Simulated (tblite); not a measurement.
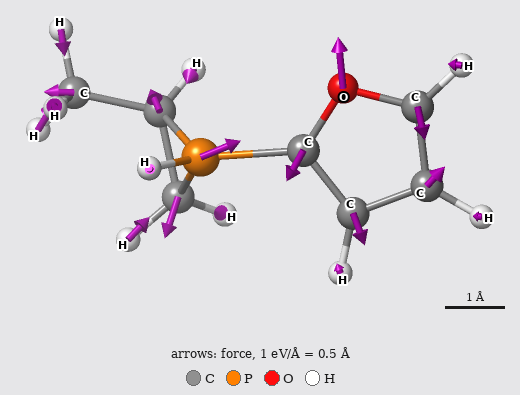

Starting geometry of C7H10OP (charge +1) with the computed forces as purple arrows. A ball-and-stick model, seen at a tilt.

All numbers below come from GFN2-xTB geometry optimisation, gas phase in tblite. 

**Is this structure relaxed? If not, where do the atoms go?**

It isn't relaxed: the largest force vector, on the O atom, is 1.82 eV/Å. The final displacements have little in common with the starting forces (cosine between the two patterns 0.20). Over 91 geometry steps the energy falls by 0.452 eV. The atom that moves furthest after the best rigid fit is an H atom (0.80 Å). By element the largest moves are H 0.80 Å, C 0.30 Å, O 0.14 Å, P 0.06 Å. Among the contacts that change: C–H 1.125 → 1.083 Å, C–O 1.324 → 1.356 Å, C–P 1.792 → 1.770 Å, C–P 1.802 → 1.822 Å. Among the angles between lasting bonds that change: P–C–O 127.5° → 116.1°, P–C–C 123.0° → 133.5°, P–C–H 122.5° → 114.0°. Groups turn about C–C by about 35°. Cost: 0.71 s on 1 thread of Arm Neoverse V1 (shared host).
